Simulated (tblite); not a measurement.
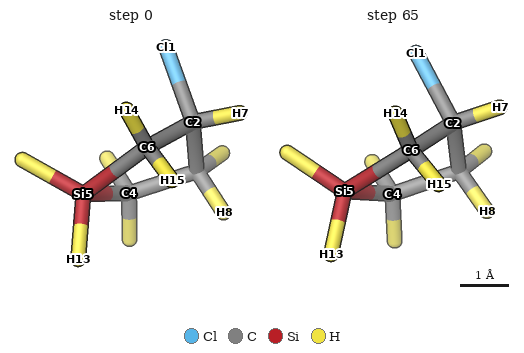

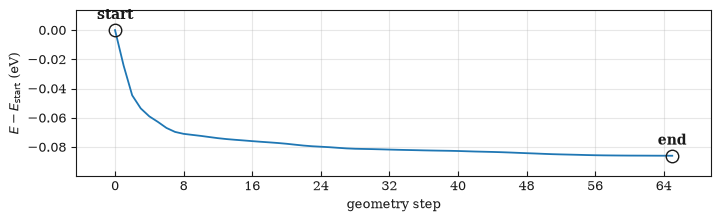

First and last geometry of a relaxation of C4H9ClSi, with the history of the run. The picture is a stick view, seen from a free direction.

Level of theory: GFN2-xTB geometry optimisation, gas phase in tblite. 

### Read the history and describe the run.

It converged. The atom that moves furthest after the best rigid fit is the Cl atom (0.28 Å). Largest moves by element: Cl 0.28 Å, H 0.22 Å, C 0.08 Å, Si 0.06 Å. Some distances before and after: C–C 1.551 → 1.522 Å, H–Si 1.484 → 1.465 Å, C–Si 1.922 → 1.909 Å, C–Cl 1.802 → 1.793 Å. Among the angles between lasting bonds that change: Si–C–H 107.3° → 111.4°, Si–C–H 111.6° → 114.9°, H–Si–H 114.4° → 111.6°. After 65 geometry steps the energy has fallen by 0.086 eV.

| step | E − E(0), eV |
| --- | --- |
| 0 | 0.0000 |
| 1 | -0.0243 |
| 2 | -0.0446 |
| 3 | -0.0536 |
| 4 | -0.0590 |
| 5 | -0.0628 |
| 6 | -0.0670 |
| 7 | -0.0697 |
| 8 | -0.0710 |
| 9 | -0.0717 |
| 10 | -0.0724 |
| 13 | -0.0746 |
| 16 | -0.0760 |
| 19 | -0.0773 |
| 22 | -0.0790 |
| 24 | -0.0798 |
| 27 | -0.0810 |
| 30 | -0.0814 |
| 33 | -0.0819 |
| 36 | -0.0823 |
| 39 | -0.0826 |
| 42 | -0.0831 |
| 45 | -0.0835 |
| 48 | -0.0842 |
| 51 | -0.0849 |
| 53 | -0.0852 |
| 56 | -0.0856 |
| 59 | -0.0858 |
| 62 | -0.0859 |
| 65 | -0.0860 |
